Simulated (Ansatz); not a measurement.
# ClFGe₂H₄: what the fields show

The calculation's input:

```
crystal:
  periodic: [false, false, false]
  atoms:
    - { symbol: Ge, position_ang: [0.0, 0.0, 0.0] }
    - { symbol: Ge, position_ang: [0.0, 0.0, 2.4] }
    - { symbol: H, position_ang: [-1.3958, -0.4318, 2.9174] }
    - { symbol: H, position_ang: [1.0719, -0.9929, 2.9174] }
    - { symbol: H, position_ang: [0.324, 1.4247, 2.9174] }
    - { symbol: H, position_ang: [1.4616, 0.0, -0.5162] }
    - { symbol: F, position_ang: [-0.7913, 1.3709, -0.5594] }
    - { symbol: Cl, position_ang: [-1.0456, -1.8115, -0.7393] }
basis:
  gaussian: { orbitals: def2-SVP }
hamiltonian:
  xc: pbe
  dispersion: d4
relax:
  f_tol: 0.02
  max_steps: 40
output:
  orbitals: {}
```

Launched as:

```sh
ansatz run input.yaml --threads 2 --pin off --max-ram 3072MiB --backend cpu --events-out ev --progress --plain --runs-dir out
```

The fields are those of the run's last geometry, not of the input's.

The calculation used RKS PBE-D4/def2-SVP (Ansatz 0.2.0).

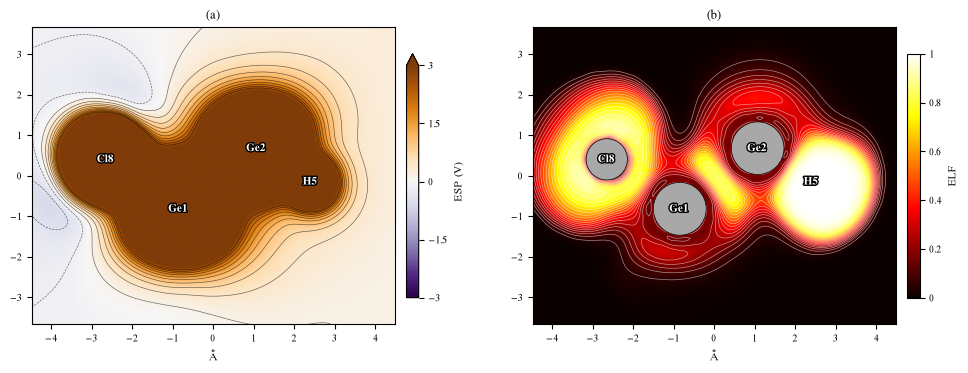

Figure 1. (a) electrostatic potential; (b) ELF on the plane of atoms Ge1, Ge2 and H5. Grey discs cover the atomic cores in the ELF map.

What do the fields say about this system?

- The plane passes through Ge, H and Cl nuclei.
- Ge–Cl (2.18 Å): the ELF peaks at about 0.85 in the valence shell of Cl, 0.8 Å from its nucleus, and is about 0.60 at the midpoint.
- Ge–Ge (2.44 Å): the ELF peaks at about 0.85 between the atoms; a shared electron pair.
- Ge–H (1.55 Å): the ELF climbs to about 1 towards the hydrogen.
- The ELF also peaks beside Cl8, away from the bonds: lone-pair regions.
- Outside the dense part of the molecule the potential is most negative (−0.6 V) near Cl8.

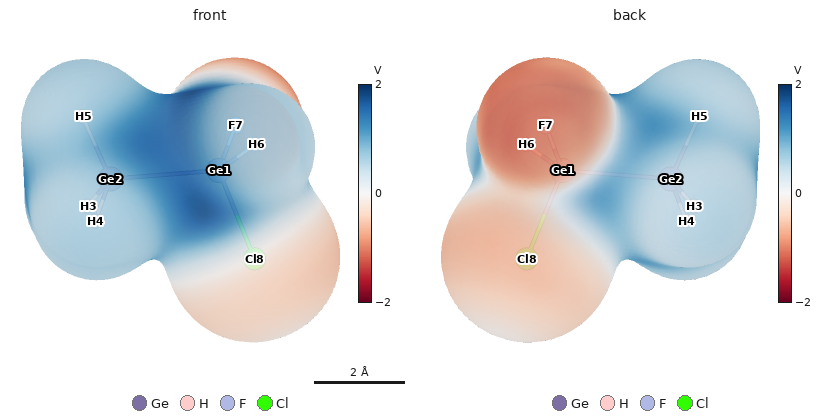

Figure 2. The electrostatic potential painted on the density surface at 0.002 e/bohr³, seen from the front and from behind; red is negative and blue positive.

Which sites attract a positive test charge, and which a negative one?

A positive charge is drawn to the negative regions and a negative charge to the positive ones. The most negative region (about −1.1 V, or −25 kcal/mol for a unit charge) lies over F7, the most positive (about +1.7 V, or +39 kcal/mol for a unit charge) over Ge1.

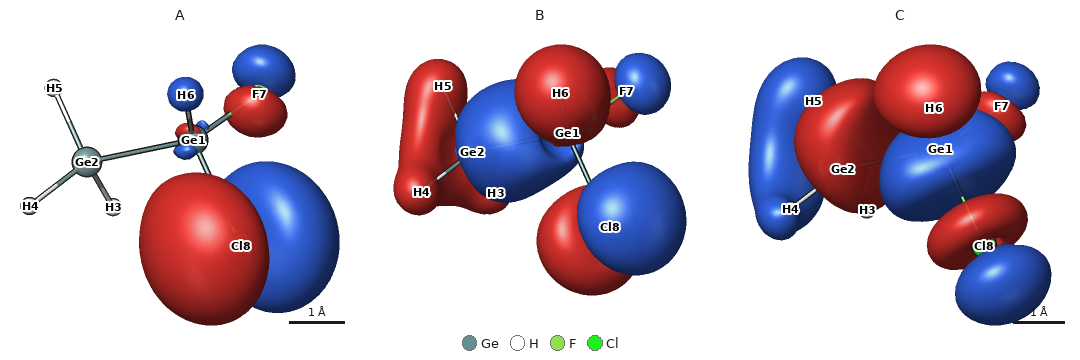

Figure 3. Three frontier orbitals at ±0.08 Å⁻³ᐟ² (blue and red are the two phases), in no order.

Which picture is the HOMO−1, the HOMO and the LUMO?

A is the HOMO−1 (−7.65 eV). By Hirshfeld shares it lies mainly on Cl8 (about 85 %); largely a lone pair of Cl8. B is the HOMO (−7.05 eV). It lies mainly on Cl8 (about 45 %), Ge2 (about 20 %), Ge1 (about 15 %), H6 (about 10 %) and F7 (about 5 %). C is the LUMO (−1.48 eV). Its weight (Hirshfeld) is mainly on Ge1 (about 30 %), Ge2 (about 25 %), Cl8 (about 20 %) and H6 (about 10 %).

What is the HOMO–LUMO gap?

5.57 eV between the orbital energies.
